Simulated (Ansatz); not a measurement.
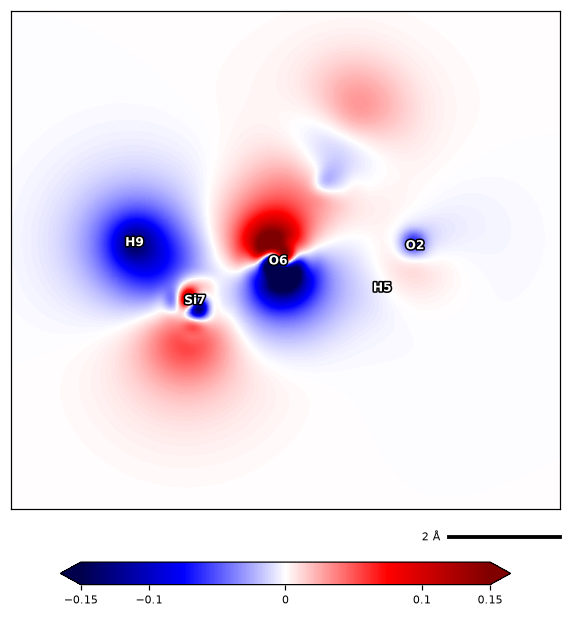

Figure. AlF2H5O2Si. The HOMO on the plane of atoms O6, Si7 and H9 (values in Å⁻³ᐟ²; the overall sign is arbitrary).

All numbers below come from Ansatz 0.2.0, RKS LDA/def2-SVP.

```xyz
11

Al   -1.2870   -0.0883    0.4531
O    -0.4444   -1.0574    1.8759
F    -2.3664   -1.0559   -0.3444
F    -1.8948    1.1858    1.3309
H     0.4528   -0.8580    1.4826
O     0.3005    0.0918   -0.2058
Si    1.2159    0.4957   -1.5235
H    -0.5202   -0.5846    2.7319
H     0.4396    1.3667   -2.4787
H     2.4395    1.2474   -1.0659
H     1.6647   -0.7432   -2.2560
```

Q: What is the character of this orbital?

A: By Hirshfeld shares it lies mainly on O6 (about 40 %), Si7 (about 20 %), H11 (about 20 %) and H10 (about 10 %). Its energy is −7.25 eV.
